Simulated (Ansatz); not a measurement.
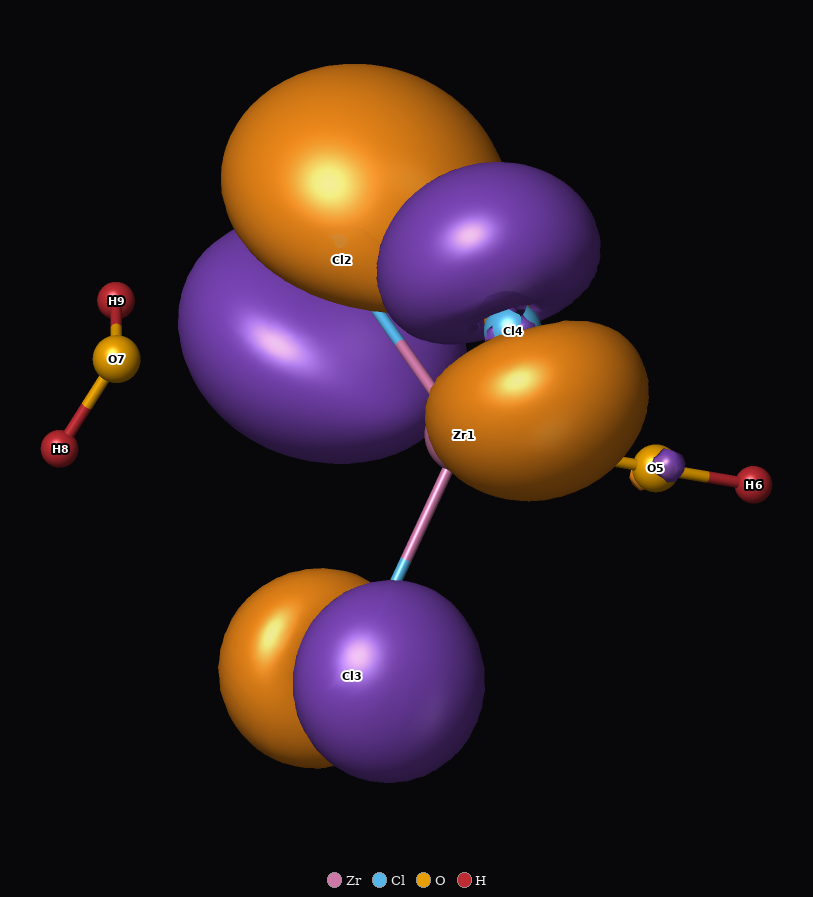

Figure 1: Cl3HOZr···H2O. The HOMO−1 at ±0.08 Å⁻³ᐟ² (orange and purple are the two phases), seen at an oblique angle.

Core potentials replace the inner electrons of Zr; not at a stationary point (largest force 1.3 eV/Å).

Method: RKS B3LYP/def2-SVP (Ansatz 0.2.0).

The calculation's input:

```
crystal:
  periodic: [false, false, false]
  atoms:
    - { symbol: Zr, position_ang: [0.0, 0.0, 0.0] }
    - { symbol: Cl, position_ang: [0.0, 0.0, 2.87] }
    - { symbol: Cl, position_ang: [2.3764, 0.0, -0.8392] }
    - { symbol: Cl, position_ang: [-1.1869, 2.0563, -0.8392] }
    - { symbol: O, position_ang: [-0.975, -1.6891, -0.6893] }
    - { symbol: H, position_ang: [-1.4296, -2.1548, 0.0831] }
    - { symbol: O, position_ang: [1.2429, 1.8744, 0.7473] }
    - { symbol: H, position_ang: [2.0199, 1.5607, 1.3113] }
    - { symbol: H, position_ang: [0.8691, 1.3107, 2.002] }
basis:
  gaussian: { orbitals: def2-SVP }
hamiltonian:
  xc: b3lyp
relax:
  f_tol: 0.15
  max_steps: 25
  restrain:
    - { distance: [0, 6], at: 3.27, k: 30.0 }
    - { distance: [8, 1], at: 2.57, k: 30.0 }
    - { distance: [0, 1], at: 2.52, k: 30.0 }
    - { distance: [8, 6], at: 1.01, k: 30.0 }
output:
  orbitals: {}
```

Command:

```sh
ansatz run input.yaml --threads 4 --pin off --max-ram 5120MiB --backend cpu --events-out ev --progress --plain --runs-dir out
```

The fields are those of the run's last geometry, not of the input's.

**Describe this orbital and give its energy.**

By Hirshfeld shares it lies mainly on Cl2 (about 60 %), Cl4 (about 20 %) and Cl3 (about 10 %). Its energy is −8.67 eV.
